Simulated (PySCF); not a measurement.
**CH3NOSnZn at 6 levels**

Wanted: a comparison of 6 runs (HF/STO-3G, HF/3-21G, HF/def2-SVP, B3LYP/STO-3G, PBE/def2-SVP, PBE0/def2-SVP) of CH3NOSnZn. 

Program for the calculation: PySCF 2.14.0.

2 further runs of the same task are left out: 1 that didn't finish, 1 set aside as unsound or not needed.

### Step 1. The structure to begin with

The species is CH3NOSnZn (8 atoms), meant as a singlet with charge 0. The shape comes from GFN2-xTB, which is rough for such elements, and wasn't checked as a minimum.

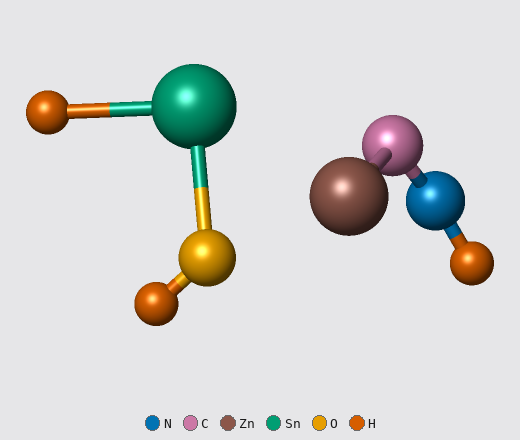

The structure, seen from a chosen angle (nitrogen blue, carbon pink, zinc brown, tin teal, oxygen amber, hydrogen orange).

### Step 2. Energy and gradient at HF/STO-3G (run 1)

File run.py:

```python
# N=[C]1[Zn][SnH]1[OH]
from pyscf import gto, scf

mol = gto.M(
    atom=[
    ('N', (-1.271890, 1.384970, 1.419040)),
    ('C', (-0.242760, 0.814480, 1.489820)),
    ('Zn', (1.435700, 1.357760, -0.019840)),
    ('Sn', (0.842870, -1.487690, 0.304800)),
    ('O', (0.348690, -0.280180, -1.372450)),
    ('H', (-1.867410, 2.106270, 1.062950)),
    ('H', (0.749730, -3.243290, -0.702610)),
    ('H', (0.005060, -0.652310, -2.181710)),
],
    verbose=3,
    max_memory=1860,
    charge=0,
    basis='sto-3g',
)

mf = scf.RHF(mol)
mf.conv_tol = 1e-10
mf.kernel()
if not mf.converged:
    mf = mf.newton().run(mf.mo_coeff, mf.mo_occ)

e_tot = mf.e_tot
print('Final energy', e_tot)
grad = mf.nuc_grad_method().kernel()
mf.analyze()
```

Started as:

```console
$ OMP_NUM_THREADS=1 python run.py
```

Standard output:

```text
SCF not converged.
[... 1 line left out ...]
converged SCF energy = -7887.04283459454
[... 16 lines left out ...]
MO #7   energy= -44.1145392474114  occ= 2
[... 7 lines left out ...]
MO #15  energy= -20.1201781525247  occ= 2
[... 7 lines left out ...]
MO #23  energy= -5.87661066931993  occ= 2
[... 7 lines left out ...]
MO #31  energy= -1.22480636900789  occ= 2
[... 7 lines left out ...]
MO #39  energy= -0.79630068542971  occ= 2
[... 7 lines left out ...]
MO #47  energy= -0.414095853261228 occ= 2
[... 7 lines left out ...]
MO #55  energy= 0.211191013518081  occ= 0
[... 7 lines left out ...]
MO #63  energy= 1.15840608557591   occ= 0
[... 9 lines left out ...]
Dipole moment(X, Y, Z, Debye): -1.63390,  2.24018,  0.02442
```

Wall time 14 s (1 thread of Intel Xeon at 2.70GHz, shared host); peak memory 0.14 GiB.

### Step 3. Energy and forces at HF/3-21G (run 2)

File calc.py:

```python
# N=[C]1[Zn][SnH]1[OH]
from pyscf import gto, scf

mol = gto.M(
    atom=[
    ('N', (-1.271890, 1.384970, 1.419040)),
    ('C', (-0.242760, 0.814480, 1.489820)),
    ('Zn', (1.435700, 1.357760, -0.019840)),
    ('Sn', (0.842870, -1.487690, 0.304800)),
    ('O', (0.348690, -0.280180, -1.372450)),
    ('H', (-1.867410, 2.106270, 1.062950)),
    ('H', (0.749730, -3.243290, -0.702610)),
    ('H', (0.005060, -0.652310, -2.181710)),
],
    verbose=3,
    spin=0,
    max_memory=1860,
    basis='3-21g',
)

calc0 = scf.RHF(mol)
calc0.conv_tol = 1e-10
calc0.kernel()
if not calc0.converged:
    calc0 = calc0.newton().run(calc0.mo_coeff, calc0.mo_occ)

energy = calc0.e_tot
print(f'total energy: {energy:.8f} hartree')
grad = calc0.nuc_grad_method().kernel()
calc0.analyze()
```

Started as:

```console
$ OMP_NUM_THREADS=1 python calc.py
```

Standard output:

```text
converged SCF energy = -7933.14448967531
[... 12 lines left out ...]
MO #3   energy= -156.2244544499    occ= 2
[... 10 lines left out ...]
MO #14  energy= -26.9043966288174  occ= 2
[... 10 lines left out ...]
MO #25  energy= -3.92769386700313  occ= 2
[... 10 lines left out ...]
MO #36  energy= -1.29948195375526  occ= 2
[... 10 lines left out ...]
MO #47  energy= -0.536264898436655 occ= 2
[... 10 lines left out ...]
MO #58  energy= 0.148064761972254  occ= 0
[... 10 lines left out ...]
MO #69  energy= 0.448255431059777  occ= 0
[... 10 lines left out ...]
MO #80  energy= 1.57399607005949   occ= 0
[... 10 lines left out ...]
MO #91  energy= 4.33093395475584   occ= 0
[... 9 lines left out ...]
Dipole moment(X, Y, Z, Debye): -4.10158,  1.34638, -0.34006
```

It took 12 s on 1 thread of Intel Xeon at 2.70GHz, shared host; peak memory 0.19 GiB.

Runs 3 to 5 aren't shown in full; the table further down has their settings and results.

### Step 4. Energy and gradient at PBE0/def2-SVP (core potential) (run 6)

File input.py:

```python
import pyscf.grad
from pyscf import gto, dft

mol = gto.Mole()
mol.atom = '''
N       -1.271890       1.384970       1.419040
C       -0.242760       0.814480       1.489820
Zn       1.435700       1.357760      -0.019840
Sn       0.842870      -1.487690       0.304800
O        0.348690      -0.280180      -1.372450
H       -1.867410       2.106270       1.062950
H        0.749730      -3.243290      -0.702610
H        0.005060      -0.652310      -2.181710
'''
mol.spin = 0
mol.verbose = 4
mol.basis = 'def2-svp'
mol.ecp = {'Sn': 'def2-svp'}
mol.max_memory = 1860
mol.build()

myscf = dft.RKS(mol)
myscf.xc = 'pbe0'
myscf.grids.level = 5
myscf.conv_tol = 1e-10
myscf.kernel()
if not myscf.converged:
    myscf = myscf.newton().run(myscf.mo_coeff, myscf.mo_occ)

e_tot = myscf.e_tot
print('E = %.10f Eh' % e_tot)
grad = myscf.Gradients().kernel()
dip = myscf.dip_moment()
pop, q = myscf.mulliken_pop()
```

Started as:

```console
$ OMP_NUM_THREADS=1 python input.py
```

Standard output:

```text
PySCF version 2.14.0

[... 87 lines left out ...]
converged SCF energy = -2162.66299902014
[... 13 lines left out ...]
Dipole moment(X, Y, Z, Debye): -2.51163,  2.41110,  0.11319
[... 123 lines left out ...]
charge of    7H =      0.18596
```

Wall time 65 s (1 thread of Intel Xeon at 2.70GHz, shared host); peak memory 1.2 GiB.

### Step 5. Overview of the runs

```
run                           level  core potential  integration grid   energy (Eh)  dipole moment (D)  HOMO energy (eV)  LUMO energy (eV)  wall time
  1                       HF/STO-3G               –                 –  -7887.042835               2.77             -2.18              4.37       14 s
  2                        HF/3-21G               –                 –  -7933.144490               4.33             -5.92              0.10       12 s
  3    HF/def2-SVP (core potential)        def2-svp                 –  -2159.585151               3.70             -6.28              0.24       21 s
  4                    B3LYP/STO-3G               –                 5  -7891.277311               2.83             -0.51              0.96    4.2 min
  5   PBE/def2-SVP (core potential)        def2-svp                 5  -2162.643196               3.49             -4.46             -2.82       76 s
  6  PBE0/def2-SVP (core potential)        def2-svp                 5  -2162.662999               3.48             -5.13             -2.22       65 s
```

### Step 6. What came out

| quantity | value |
| --- | --- |
| run 6: total energy | -2162.66300 Eh |
| run 6: dipole moment | 3.48 D |
| run 6: HOMO energy | -5.13 eV |
| run 6: LUMO energy | -2.22 eV |
| run 6: HOMO–LUMO gap | 2.92 eV |
| run 6: largest force on an atom | 1.785 eV/Å |

The dipole moment (its size) runs from 2.77 D (HF/STO-3G) to 4.33 D (HF/3-21G). The HOMO–LUMO gap runs from 1.47 eV (B3LYP/STO-3G) to 6.55 eV (HF/STO-3G). Exact exchange widens orbital gaps. Totals of different functionals can't be ranked against each other. Some runs of one species differ in core potentials or relativity; totals across that change don't compare. In runs 1, 4 the basis is minimal, so the values are rough. In runs 1, 2, 4 relativity is left out where basis or elements ask for it. All runs together took 7.4 min, the longest 4.2 min.
